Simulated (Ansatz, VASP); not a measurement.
# Ge (Germanium): VASP beside Ansatz

Wanted: the spread between two codes on one cell, functional and k mesh.

Program: Ansatz 0.2.0. Level of theory: plane waves, with VASP 6.6.1 beside it; zone-centre phonons at PBEsol with D3(BJ) and relaxation of cell and atoms at r2SCAN with rVV10. Results are calculated unless marked as measured.

### 1. Starting point

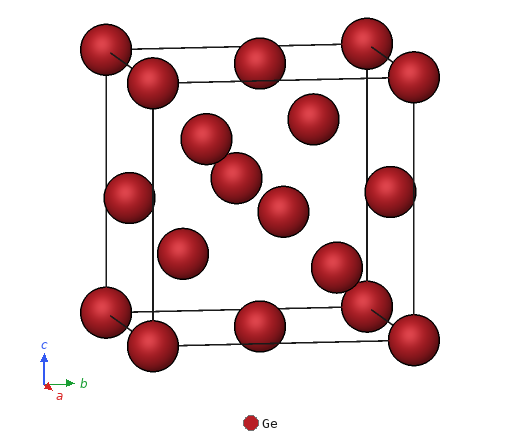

Start, viewed slightly off an axis; germanium red. This picture shows the conventional cell, with its axes. Some periodic images of atoms are drawn too.

### 2. Ansatz: zone-centre phonons, PBEsol with D3(BJ)

Ansatz runs on its default PAW (the set named soft_2) files.

Second derivatives magnify differences that forces hide, and they need a tight electronic threshold.

input.yaml

```yaml
crystal:
  lattice:
    - [0.0, 2.8074004519, 2.8074004519]
    - [2.8074004519, 0.0, 2.8074004519]
    - [2.8074004519, 2.8074004519, 0.0]
  atoms:
    - { symbol: Ge, position: [0.75, 0.75, 0.75] }
    - { symbol: Ge, position: [0.5, 0.5, 0.5] }
hamiltonian:
  xc: pbesol
  pseudopotentials: { kind: paw }
  dispersion: d3bj
kpoints:
  mp_grid: { grid: [12, 12, 12] }
scf:
  occupations: { method: methfessel_paxton, width: 0.15 }
phonons:
  method: dfpt
  qpoints: [[0, 0, 0]]
```

Run with:

```bash
$ ansatz run input.yaml --threads 4 --pin off --max-ram 9216MiB --backend cpu --events-out ev --progress --plain --runs-dir out
```

Numbers of over 12 decimals in the logs are rounded to 6 here.

What it wrote:

```text
zone centre: on kpoints.mp_grid the ground state, and the responses unless they are solved on pairs of k-points, stand on 163 of the mesh's 1728 k-points, reduced under 8 symmetry operations, with k and −k counted as one. Each operation leaves every solved displacement unchanged or reverses it
Engine: ansatz 0.2.0, x86_64-unknown-linux-gnu
Pseudopotentials: kind: paw
Pseudopotential: Ge, paw, valence charge 14, recommended cutoff 420 eV (normal), Ge.paw.azcp
Functional definition: PBEsol
  exchange = pbesol_x
  correlation = pbesol_c
Crystal: 2 atoms, lattice volume = 44.253 Å³
Basis set: ecut = 420 eV, 893 PW (Γ), exchange–correlation on 64×64×64 points (8 copies of the dense FFT grid, shifted against one another)
Bands: 18, of which v1, the nominal top of the filled ones, is band 14 counted from 1 (13 counted from 0)
Symmetry: 48 space group operations
k-points: 163 of 1728 (irreducible under 8 space group operations, time reversal used)
Non-local potential: Ge, projectors of the file, l = 0: 2, l = 1: 2, l = 2: 3, l = 3: 1
PAW form: soft (Blöchl's): semilocal exchange-correlation on the pseudo side does not see the compensation charge
PAW frozen core: Ge, regenerated for the run's functional, and the local potential with it (the file was generated under x = pbe(κ = 0.804, μ = 0.219515), c = pbe(β = 0.066725))
PAW one-centre angular grid: Ge, 590 points (default); XC on 64 Gauss nodes
Initial density: superposition of atomic densities (neutral atoms: chi_scale 0, normalization atom), corrected by the library's trained network
Initial wavefunctions: pseudopotential atomic-orbital guess
Functional: x = pbesol(κ = 0.804, μ = 0.123457), c = pbesol(β = 0.046)
SCF iter   1: F=—  HF=-8507.543239 eV  |F-HF|=—  |Δ(HF+E_count)|=         —  Δρ=2.37e-3  dr2=2.77e-3  ethr=1.77e-3  ⟨swp⟩=5.2  Hψ=13491  notcnv=0
preconditioner: auto → none  [insulator: Δε(μ)=0.184 eV  Ē_g=23.457 eV  σ=0.150 eV  W_gap=0.84  n_scr=14 (ndim 8)  ℏωp=29.5 eV  f_vac=0.073  D(μ)=0.02/eV (n_scr^D=0)  ε∞_Penn≈2.6]
SCF iter   2: F=—  HF=-8507.541886 eV  |F-HF|=—  |Δ(HF+E_count)|=   1.35e-3  S|Δr|=    0.00e0  Δρ=1.17e-3  dr2=4.45e-4  ethr=9.91e-6  ⟨swp⟩=2.2  Hψ=5952  notcnv=0
SCF iter   3: F=—  HF=-8507.541988 eV  |F-HF|=—  |Δ(HF+E_count)|=   1.02e-4  S|Δr|=    0.00e0  Δρ=2.32e-4  dr2=1.79e-5  ethr=1.59e-6  ⟨swp⟩=2.0  Hψ=5216  notcnv=0
SCF iter   4: F=—  HF=-8507.541990 eV  |F-HF|=—  |Δ(HF+E_count)|=   1.82e-6  S|Δr|=    0.00e0  Δρ=2.14e-4  dr2=1.00e-5  ethr=6.39e-8  ⟨swp⟩=2.0  Hψ=5222  notcnv=0
SCF iter   5: F=—  HF=-8507.541977 eV  |F-HF|=—  |Δ(HF+E_count)|=   1.32e-5  S|Δr|=    0.00e0  Δρ=5.93e-5  dr2=7.63e-7  ethr=3.59e-8  ⟨swp⟩=2.0  Hψ=5216  notcnv=0
SCF iter   6: F=—  HF=-8507.541977 eV  |F-HF|=—  |Δ(HF+E_count)|=   3.94e-7  S|Δr|=    0.00e0  Δρ=7.60e-6  dr2=1.11e-8  ethr=2.73e-9  ⟨swp⟩=2.0  Hψ=5216  notcnv=0
SCF iter   7: F=—  HF=-8507.541977 eV  |F-HF|=—  |Δ(HF+E_count)|=   1.26e-8  S|Δr|=    0.00e0  Δρ=1.05e-6  dr2=1.96e-10  ethr=3.95e-11  ⟨swp⟩=2.0  Hψ=5216  notcnv=0
SCF iter   8: F=—  HF=-8507.541977 eV  |F-HF|=—  |Δ(HF+E_count)|=  2.07e-10  S|Δr|=    0.00e0  Δρ=2.03e-7  dr2=7.42e-12  ethr=1.00e-12  ⟨swp⟩=4.3  Hψ=13428  notcnv=0
SCF iter   9: F=-8507.541977 eV  HF=-8507.541977 eV  |F-HF|=1.82e-12  |Δ(HF+E_count)|=  7.28e-12  S|Δr|=    0.00e0  Δρ=1.35e-8  dr2=3.51e-14  ethr=1.00e-12  ⟨swp⟩=4.1  Hψ=10448  notcnv=0
SCF 1 converged in 9 iterations: F = -8507.541977 eV  dr2 = 3.51e-14
  greatest PAW one-centre occupation: 0.998 electrons in one spin orbital (limit 2), on the Ge atom at site 1 (counted from 0), in its partial waves of l = 2
DFPT response loops at Γ: preconditioner auto → Kerker (q_TF=auto, 2.528 Å⁻¹) (partly filled bands, converged f_vac=0.049); β = 1.00, the filter's whole step (`scf.mixing.beta` (0.50) is not read by the response loops under this deck's `scf.mixing.preconditioner`; to damp them name `kerker` or `kerker_dos`, under which they read `scf.mixing.beta`, and type it under 1.00, their step now; both keys bind the ground state too); Broyden in place of MSR1
SCF converged after 9 iterations
Stability not checked: this state was not tested for a lower state beside it, because cold or Methfessel-Paxton smearing, or corrected tetrahedra, fill the levels in a way that the test cannot read (fill_not_monotonic; see scf.lower_state_search)
Free energy (F): -8507.541977 eV
Harris-Foulkes:  -8507.541977 eV  (|F-HF|=1.82e-12)
Internal energy: -8507.542264 eV  (E = F + TS)
E sigma→0 (E₀):  -8507.542048 eV
Entropy (-TS):   0.000288 eV (0.144 meV/atom)
Fermi energy:    8.821777 eV
Step filling:    the computed levels leave a gap of 0.1869 eV = 1.2 smearing widths at the electron count; against every level under it full and every level over it empty, smearing changes F+E_penalty+E_count by +0.097 meV and its σ→0 estimate by +0.025 meV
--- Per-component energies (eV) ---
  E_band       = -295.030524
  E_kinetic    = 223.927590
  E_local      = -4911.252754  (includes V_loc(G=0)·N_el)
  E_nonlocal   = 840.763762
  E_hartree    = 2154.352149
  E_xc         = -150.358665
  E_vxc        = -130.022806  (∫ρ·V_xc dr)
  E_paw        = -3958.528743  (= ΣΔE_a)
  E_vpaw       = -627.151228  (= ΣTr[D̂ρ^β])
  E_aug_tail   = 0.000598  (compensation charges beyond the density's cutoff)
  E_ewald      = -2707.722812
  E_disp       = -0.559263  (pairwise vdW)
  E_core_change = 1.835872  (= ΣΔE_core)
  E_smearing   = 0.000288  (= −TS)
  E_closure    = -0.000000  (closes the sum)
  Σ components = -8507.541977   (vs F -8507.541977, Δ=0.00e0)
--- Band table (eV; the first three rows and the last of 163) ---
  k-point 0: bands = [... 10 lower, -4.2244, 8.7482, 8.7482, 8.7482, 8.9399, 11.2835, 11.2835, 11.2835]
  k-point 1: bands = [... 10 lower, -4.1374, 7.2446, 8.5744, 8.5744, 9.8019, 11.5142, 11.5142, 11.6991]
  k-point 2: bands = [... 10 lower, -3.8797, 5.5682, 8.2078, 8.2078, 9.7471, 11.9939, 11.9939, 12.9571]
  k-point 162: bands = [... 10 lower, -0.1342, -0.1342, 4.7006, 4.7006, 13.1209, 13.1209, 13.3955, 13.3955]
--- Phonons (Γ-DFPT): 1 representative perturbation + reference, on 163 of 1728 k-points (Σ response iterations 3) ---
  k mesh reduced under 8 symmetry operations, with k and −k counted as one. Each operation leaves every solved displacement unchanged or reverses it
  ASR residual: 5.290e-6 → 0.000e0 eV/Å²; symmetrization residual: 9.468e-13 eV/Å²
  pairwise dispersion correction: d3bj (s6 = 1.0, s8 = 2.9491, a1 = 0.4466, a2_bohr = 6.1742), with the weights of each atom's references fixed at the reference crystal's, and the forces and stress that the weights' published response gives there kept as a pressure on the atom's counted neighbours (hamiltonian.dispersion)
  ASR residual per site (eV/Å²): 5.29e-6 5.29e-6
  Γ frequencies (cm⁻¹): 0.00 0.00 0.00 297.82 297.82 297.82
  non-analytic LO–TO correction: not included (Born effective charges unavailable; polar crystals: no LO–TO splitting at Γ)
--- Phonons (arbitrary-q DFPT): 1 explicit q-point ---
  q = [0, 0, 0] (of the zone-centre solve; hermiticity 2.08e-14, symmetrization 7.95e-14): -0.00 -0.00 -0.00 297.82 297.82 297.82
  sum rule: each row above includes the acoustic sum rule's correction from the zone centre's row sums; it moved no ω² by more than (0.14 cm⁻¹)²
```

Run time: 8 s. Hardware: 4 threads of Intel Xeon Platinum 8488C (Sapphire Rapids), shared host; peak memory 0.77 GiB; 24 s of CPU time.

### 3. VASP: zone-centre phonons, PBEsol with D3(BJ)

The same cell, functional, mesh and smearing now go to VASP, with its own data sets and cutoff.

Lines of VASP's logs that name or quote its potential files are left out, and so is its time.

INCAR

```
SYSTEM = Ge
PREC = Accurate
ENCUT = 450
EDIFF = 1E-08
NELM = 100
ISMEAR = 1
SIGMA = 0.15
LREAL = .FALSE.
ALGO = Normal
GGA = PS
IVDW = 12
NBANDS = 20
LORBIT = 11
LWAVE = .FALSE.
LCHARG = .FALSE.
KPAR = 2
IBRION = 6
NFREE = 2
POTIM = 0.015
NSW = 1
ISIF = 2
```

POSCAR

```
Ge
1.0
    0.0000000000      2.8074004519      2.8074004519
    2.8074004519      0.0000000000      2.8074004519
    2.8074004519      2.8074004519      0.0000000000
Ge
2
Direct
    0.7500000000      0.7500000000      0.7500000000
    0.5000000000      0.5000000000      0.5000000000
```

KPOINTS

```
Automatic mesh
0
Gamma
12 12 12
0 0 0
```

Potentials, in the order of the species: Ge_d (PBE family, release 64).

Run with:

```bash
$ mpirun -np 2 vasp_std
```

What it wrote:

```text
[banner, memory and clock lines left out]
running    2 mpi-ranks, on    1 nodes
 distrk:  each k-point on    1 cores,    2 groups
 distr:  one band on    1 cores,    1 groups

 POSCAR found type information on POSCAR Ge
 POSCAR found :  1 types and       2 ions
|                                                                             |
|               ----> ADVICE to this user running VASP <----                  |
|                                                                             |
|     You enforced a specific xc type in the INCAR file but a different       |
|     [... a line on the potential file left out ...]
|     I HOPE YOU KNOW WHAT YOU ARE DOING!                                     |
|                                                                             |

 LDA part: xc-table for (Slater+PW92), standard interpolation
 POSCAR, INCAR and KPOINTS ok, starting setup
 FFT: planning ... GRIDC
 FFT: planning ... GRID_SOFT
 FFT: planning ... GRID
 WAVECAR not read
 entering main loop
       N       E                     dE             d eps       ncg     rms          rms(c)
DAV:   1     0.175856535328E+03    0.17586E+03   -0.13824E+04  3092   0.355E+03
DAV:   2     0.144482387928E+02   -0.16141E+03   -0.15708E+03  2888   0.560E+02
DAV:   3    -0.929030195708E+01   -0.23739E+02   -0.23587E+02  3256   0.139E+02
DAV:   4    -0.100135103948E+02   -0.72321E+00   -0.72281E+00  3248   0.291E+01
DAV:   5    -0.100250426288E+02   -0.11532E-01   -0.11532E-01  3224   0.399E+00    0.336E+00
DAV:   6    -0.991904092633E+01    0.10600E+00   -0.36471E-02  3748   0.235E+00    0.192E+00
DAV:   7    -0.986570258057E+01    0.53338E-01   -0.65470E-02  3108   0.259E+00    0.164E-01
DAV:   8    -0.986675038708E+01   -0.10478E-02   -0.72643E-03  3248   0.123E+00    0.499E-02
DAV:   9    -0.986685458141E+01   -0.10419E-03   -0.26784E-04  3356   0.255E-01    0.949E-03
DAV:  10    -0.986686485675E+01   -0.10275E-04   -0.18941E-05  3272   0.439E-02    0.535E-03
DAV:  11    -0.986686621127E+01   -0.13545E-05   -0.43758E-06  3876   0.316E-02    0.143E-03
DAV:  12    -0.986686584125E+01    0.37002E-06   -0.85799E-07  3792   0.177E-02    0.308E-04
DAV:  13    -0.986686580942E+01    0.31828E-07   -0.20905E-08  2952   0.147E-03    0.118E-04
DAV:  14    -0.986686578250E+01    0.26921E-07   -0.36106E-09  1872   0.114E-03    0.198E-05
DAV:  15    -0.986686578467E+01   -0.21710E-08   -0.66735E-10  1676   0.278E-04
   1 F= -.10425970E+02 E0= -.10426062E+02  d E =0.276431E-03
 Found     1 degrees of freedom:
 Finite differences POTIM= 0.01500 DOF=   1
 bond charge predicted
       N       E                     dE             d eps       ncg     rms          rms(c)
DAV:   1    -0.986442653971E+01    0.24392E-02   -0.99383E-01 12504   0.819E+00    0.586E-02
DAV:   2    -0.986553353830E+01   -0.11070E-02   -0.11487E-02 12004   0.115E+00    0.329E-02
DAV:   3    -0.986553971815E+01   -0.61799E-05   -0.24198E-04 13828   0.169E-01    0.119E-02
DAV:   4    -0.986553847851E+01    0.12396E-05   -0.12634E-05 14772   0.427E-02    0.224E-03
DAV:   5    -0.986553836197E+01    0.11653E-06   -0.12242E-06 13692   0.156E-02    0.751E-04
DAV:   6    -0.986553835700E+01    0.49713E-08   -0.74080E-08 12316   0.275E-03
   2 F= -.10424645E+02 E0= -.10424728E+02  d E =0.251636E-03
 Finite differences progress:
  Degree of freedom:   1/  1
  Displacement:        1/  2
  Total:               1/  2
 bond charge predicted
       N       E                     dE             d eps       ncg     rms          rms(c)
DAV:   1    -0.986290533180E+01    0.26330E-02   -0.23982E+00 12880   0.122E+01    0.111E-01
DAV:   2    -0.986555514026E+01   -0.26498E-02   -0.27909E-02 12300   0.168E+00    0.657E-02
DAV:   3    -0.986553976081E+01    0.15379E-04   -0.65843E-04 16100   0.285E-01    0.134E-02
DAV:   4    -0.986553894898E+01    0.81183E-06   -0.30761E-05 13460   0.596E-02    0.418E-03
DAV:   5    -0.986553851894E+01    0.43004E-06   -0.24353E-06 15008   0.195E-02    0.977E-04
DAV:   6    -0.986553854087E+01   -0.21932E-07   -0.26211E-07 12436   0.581E-03    0.359E-04
DAV:   7    -0.986553854814E+01   -0.72669E-08   -0.23549E-08 10520   0.134E-03
   3 F= -.10424645E+02 E0= -.10424729E+02  d E =0.251620E-03
 Finite differences progress:
  Degree of freedom:   1/  1
  Displacement:        2/  2
  Total:               2/  2
```

From OUTCAR (step 3):

```text
ion  position               nearest neighbor table
   1  0.750  0.750  0.750-   2 2.43   2 2.43   2 2.43   2 2.43
   2  0.500  0.500  0.500-   1 2.43   1 2.43   1 2.43   1 2.43

  LATTYP: Found a face centered cubic cell.
 ALAT       =     5.6148009038

 Subroutine GETGRP returns: Found 48 space group operations
 (whereof 24 operations were pure point group operations)

The static configuration has the point symmetry T_d .
 The point group associated with its full space group is O_h .

 Found     72 irreducible k-points:

   k-points           NKPTS =     72   k-points in BZ     NKDIM =     72   number of bands    NBANDS=     20

   dimension x,y,z NGX =    28 NGY =   28 NGZ =   28
   dimension x,y,z NGXF=    56 NGYF=   56 NGZF=   56

   ENCUT  =  450.0 eV  33.07 Ry    5.75 a.u.   6.87  6.87  6.87*2*pi/ulx,y,z

   NELECT =      28.0000    total number of electrons

 k-points in reciprocal lattice and weights: Automatic mesh
   0.00000000  0.00000000  0.00000000       0.001
   0.08333333  0.00000000  0.00000000       0.005
   0.16666667  0.00000000  0.00000000       0.005
   0.25000000  0.00000000  0.00000000       0.005
   0.33333333  0.00000000  0.00000000       0.005
   0.41666667  0.00000000  0.00000000       0.005
   0.50000000  0.00000000  0.00000000       0.002
   0.08333333  0.08333333  0.00000000       0.003
   0.16666667  0.08333333  0.00000000       0.014
[...]
-0.33333333  0.50000000  0.16666667       0.007
  -0.25000000  0.50000000  0.25000000       0.003

 Edisp (eV)   -0.55911

 average (electrostatic) potential at core
       1 -73.9600       2 -73.9600

 E-fermi :   5.1737

 k-point     1 :       0.0000    0.0000    0.0000
  band No.  band energies     occupation
    ...
     10     -19.4308      2.00000
     11      -7.8877      2.00000
     12       5.0108      2.06382
     13       5.0834      1.84178
     14       5.1548      1.21193
     15       5.2903      0.03199
     16       7.5775     -0.00000
     17       7.6311     -0.00000
     18       7.6861     -0.00000
     19      11.3611      0.00000
    ...

 k-point     2 :       0.0833    0.0000    0.0000
  band No.  band energies     occupation
    ...
     10     -19.4242      2.00000
     11      -7.8004      2.00000
     12       3.5549      2.00000
     13       4.8856      2.02046
     14       4.9737      2.06780
     15       6.1519     -0.00000
     16       7.8146     -0.00000
     17       7.8802     -0.00000
     18       8.0605     -0.00000
     19      11.8413      0.00000
    ...

 k-point     3 :       0.1667    0.0000    0.0000
  band No.  band energies     occupation
    ...
     10     -19.4149      2.00000
     11      -7.5418      2.00000
     12       1.8788      2.00000
     13       4.5172      2.00000
     14       4.5971      2.00000
     15       6.1151     -0.00000
     16       8.3018      0.00000
     17       8.3755      0.00000
     18       9.2939      0.00000
     19      12.8174      0.00000
    ...

 Edisp (eV)   -0.55911

  Total      -0.01173    -0.00941    -0.00941     0.00000     0.13959     0.00000
  in kB      -0.42473    -0.34066    -0.34066     0.00000     5.05389     0.00000
  external pressure =       -0.37 kB  Pullay stress =        0.00 kB

  energy-cutoff  :      450.00
  volume of cell :       44.25
      direct lattice vectors                 reciprocal lattice vectors
     0.000000000  2.807400452  2.807400452    -0.178100705  0.178100705  0.178100705
     2.807400452  0.000000000  2.807400452     0.178100705 -0.178100705  0.178100705
     2.807400452  2.807400452  0.000000000     0.178100705  0.178100705 -0.178100705

 POSITION                                       TOTAL-FORCE (eV/Angst)
 -----------------------------------------------------------------------------------
      4.19610      4.21110      4.21110         0.176557      0.000000      0.000000
      2.80740      2.80740      2.80740        -0.176557     -0.000000     -0.000000
 -----------------------------------------------------------------------------------
    total drift:                                0.001677      0.000001      0.000000

  FREE ENERGIE OF THE ION-ELECTRON SYSTEM (eV)
  ---------------------------------------------------
  free  energy   TOTEN  =       -10.4246447796 eV

  energy  without entropy=      -10.4248963993  energy(sigma->0) =      -10.42472865

 Eigenvectors and eigenvalues of the dynamical matrix
 ----------------------------------------------------

   1 f  =    8.901952 THz    55.932616 2PiTHz  296.937168 cm-1    36.815500 meV
             X         Y         Z           dx          dy          dz
      4.211101  4.211101  4.211101     0.000000   -0.707107    0.000000
      2.807400  2.807400  2.807400     0.000000    0.707107    0.000000

   2 f  =    8.901952 THz    55.932616 2PiTHz  296.937168 cm-1    36.815500 meV
             X         Y         Z           dx          dy          dz
      4.211101  4.211101  4.211101    -0.707107    0.000000    0.000000
      2.807400  2.807400  2.807400     0.707107    0.000000    0.000000

   3 f  =    8.901952 THz    55.932616 2PiTHz  296.937168 cm-1    36.815500 meV
             X         Y         Z           dx          dy          dz
      4.211101  4.211101  4.211101     0.000000    0.000000   -0.707107
      2.807400  2.807400  2.807400     0.000000    0.000000    0.707107

   4 f  =    0.000000 THz     0.000000 2PiTHz    0.000000 cm-1     0.000000 meV
             X         Y         Z           dx          dy          dz
      4.211101  4.211101  4.211101     0.707107    0.000000    0.000000
      2.807400  2.807400  2.807400     0.707107    0.000000    0.000000

   5 f  =    0.000000 THz     0.000000 2PiTHz    0.000000 cm-1     0.000000 meV
             X         Y         Z           dx          dy          dz
      4.211101  4.211101  4.211101     0.000000    0.707107    0.000000
      2.807400  2.807400  2.807400     0.000000    0.707107    0.000000

   6 f  =    0.000000 THz     0.000000 2PiTHz    0.000000 cm-1     0.000000 meV
             X         Y         Z           dx          dy          dz
      4.211101  4.211101  4.211101     0.000000    0.000000    0.707107
      2.807400  2.807400  2.807400     0.000000    0.000000    0.707107

 ELASTIC MODULI CONTR FROM IONIC RELAXATION (kBar)
 Direction    XX          YY          ZZ          XY          YZ          ZX
 --------------------------------------------------------------------------------
 XX          -0.0000     -0.0000     -0.0000      0.0000      0.0000     -0.0000
 YY          -0.0000     -0.0000     -0.0000      0.0000      0.0000      0.0000
 ZZ          -0.0000     -0.0000     -0.0000      0.0000      0.0000     -0.0000
 XY           0.0000      0.0000      0.0000   -266.8623      0.0000      0.0000
 YZ           0.0000      0.0000      0.0000      0.0000   -266.8623      0.0000
 ZX          -0.0000      0.0000     -0.0000      0.0000      0.0000   -266.8623
 --------------------------------------------------------------------------------

 total charge
# of ion       s       p       d       tot
------------------------------------------
    1        1.126   1.283  10.028  12.438
    2        1.126   1.283  10.028  12.438
--------------------------------------------------
tot          2.253   2.567  20.056  24.876

[... 3 further parts left out ...]
```

CONTCAR:

```
Ge
   1.00000000000000
     0.0000000000000000    2.8074004519000000    2.8074004519000000
     2.8074004519000000    0.0000000000000000    2.8074004519000000
     2.8074004519000000    2.8074004519000000    0.0000000000000000
  Ge
     2
Direct
     0.7526715105765990    0.7473284894234010    0.7473284894234009
     0.5000000000000000    0.5000000000000000    0.5000000000000000
```

### 4. Comparison

Known differences besides the PAW data sets themselves: the cutoff is 420 eV in Ansatz and 450 eV in VASP; Ansatz makes its cores anew for this functional, VASP keeps those of its PBE data sets; VASP leaves aspherical gradient terms in its spheres out (LASPH is not set), Ansatz keeps them; Ansatz takes the dispersion share of the force constants at frozen C6 weights, VASP differentiates the full forces; VASP uses finite displacements, Ansatz perturbation theory. Total energies have different zeros and are not compared.

Compared:

```
          quantity  Ansatz   VASP  difference
mode 4 to 6 (cm⁻¹)   297.8  296.9     +0.30 %
```

(Continued in part 2 of 2.)

[Lines on the potential files, build, host, timing and source positions are cut from VASP's logs without a mark.]

[Logs are printed without paths, hosts, clocks, repeated set-up lines and the standing remarks that a program may print on its own settings, such as how far it seeks lower states.]

[Hosts, paths, dates, database ids (printed as entryN), source tags and the programs' standing remarks are cut or masked in the printed files.]
